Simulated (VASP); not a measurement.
Band structure of Zn (relaxed from the fcc structure, space group Fm-3m). Level of theory: r2SCAN meta-GGA, VASP's PBE PAW potentials (set 64) (plane waves; VASP).

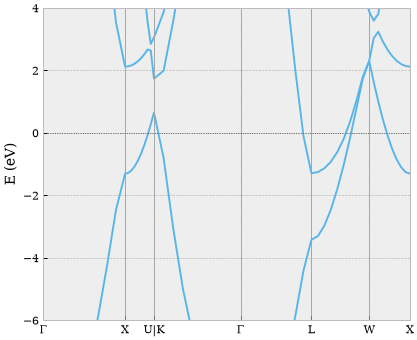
Figure: Bands along high-symmetry lines, zero at the valence-band maximum or, without a gap, the Fermi level

Problem. Read the plot: is there a gap, and where are the band edges?

Solution. It has no gap at this level: it comes out as a metal or semimetal.

The structure was generated: Zn was put into the fcc type (Fm-3m), which need not be its known phase. It was relaxed first, which changed the volume by -6 %.
